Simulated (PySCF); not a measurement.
## Electronic structure of C₃H₉FO₂Si₂ in real space

Input file:

```
{"job": {"kind": "nmr", "xc": "PBE0", "basis": "pcSseg-1"}, "charge": 0, "multiplicity": 1}
F     -3.655078    -0.547349    -0.423239
Si    -2.671393    -0.076553     0.767158
C     -0.953858     0.145993    -0.015986
C     -0.125345    -1.110741    -0.316981
C      0.768995    -0.626227     0.831480
O      2.066807    -0.359563     0.508807
Si     2.583998     1.125832     0.055807
O     -0.015092     0.540905     1.021129
H     -2.675216    -1.174907     1.721013
H     -3.194407     1.184128     1.262630
H     -0.938191     0.882288    -0.827041
H     -0.618343    -2.066596    -0.160387
H      0.387293    -1.104559    -1.275658
H      0.762137    -1.261858     1.730389
H      1.878399     1.598920    -1.140218
H      3.963354     0.759853    -0.228344
H      2.428942     2.102463     1.128993
```

Launched as:

```sh
OMP_NUM_THREADS=1 python probes_run.py task.json out
```

Geometry: GFN2-xTB.

Theory: PBE0/pcSseg-1, SCF density, gas phase, non-relativistic (PySCF 2.14.0).

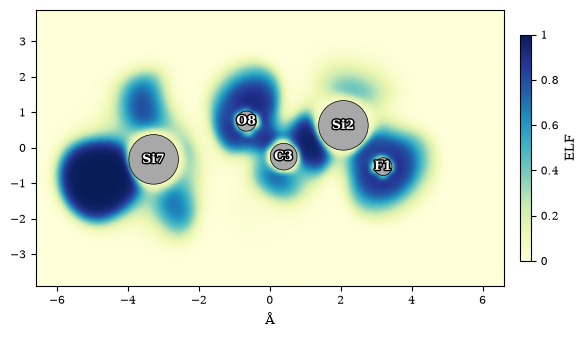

Figure 1. ELF on the plane of atoms Si2, C3 and O8. Grey discs cover the atomic cores.

Q: Read the bonding off the picture.

A: The plane passes through F, Si, C and O nuclei. Si–F (1.61 Å): the ELF peaks at about 0.85 in the valence shell of F, 0.6 Å from its nucleus, and is about 0.50 at the midpoint. C–Si (1.90 Å): the ELF peaks at about 1 between the atoms (a covalent bond). The ELF also peaks beside F1 and O8, away from the bonds: lone-pair regions.

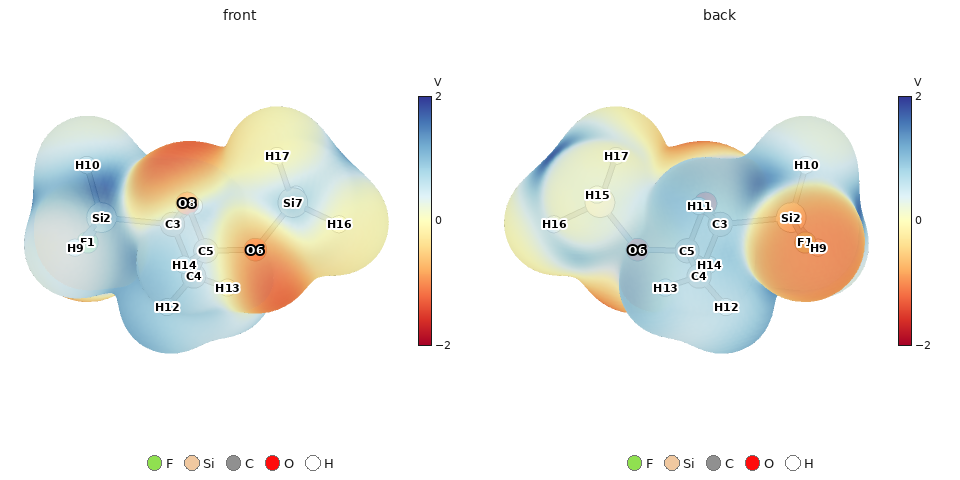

Figure 2. The electrostatic potential painted on the density surface at 0.002 e/bohr³, seen from the front and from behind; the colour scale runs from red (negative) to blue (positive).

Q: Where is the surface potential most negative and most positive?

A: The most negative region (about −1.2 V) lies over O6 and O8, the most positive (about +1.6 V) over Si2 and Si7.

Q: How polar is the molecule by this calculation?

A: Its dipole moment is 0.19 D.
